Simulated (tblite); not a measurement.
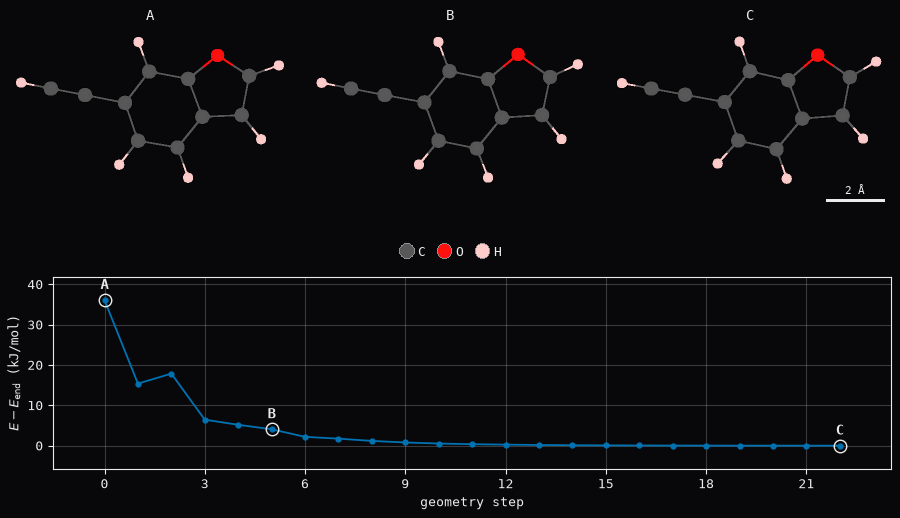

Frames of a relaxation of C₁₀H₆O, marked on the history of the run. Style: ball-and-stick. Shown at a tilt.

These are results of tblite 0.8.0, GFN2-xTB geometry optimisation, gas phase, not measurements. 

Describe the path.

Answer. The energy falls by 36.1 kJ/mol in 22 geometry steps. An H atom moves most after the best rigid fit: 0.16 Å. By element the largest moves are H 0.16 Å, C 0.07 Å, O 0.01 Å. Some distances before and after: C–O 1.308 → 1.354 Å, C–C 1.385 → 1.428 Å, C–H 1.108 → 1.073 Å, C–C 1.386 → 1.353 Å. Among the angles between lasting bonds that change: O–C–H 128.5° → 116.2°, C–C–H 120.5° → 131.2°, O–C–C 131.6° → 127.5°. From step 0 to 5: an H atom moves most (0.05 Å), energy −32.0 kJ/mol. From step 5 to 22: an H atom moves most (0.11 Å), energy −4.06 kJ/mol.

```tsv
step	E − E(0), kJ/mol
0	0.00
1	-20.72
2	-18.24
3	-29.66
4	-30.92
5	-32.04
6	-33.92
7	-34.36
8	-34.93
9	-35.31
10	-35.57
11	-35.74
12	-35.85
13	-35.93
14	-35.99
15	-36.03
16	-36.05
17	-36.07
18	-36.09
19	-36.10
20	-36.10
21	-36.10
22	-36.10
```
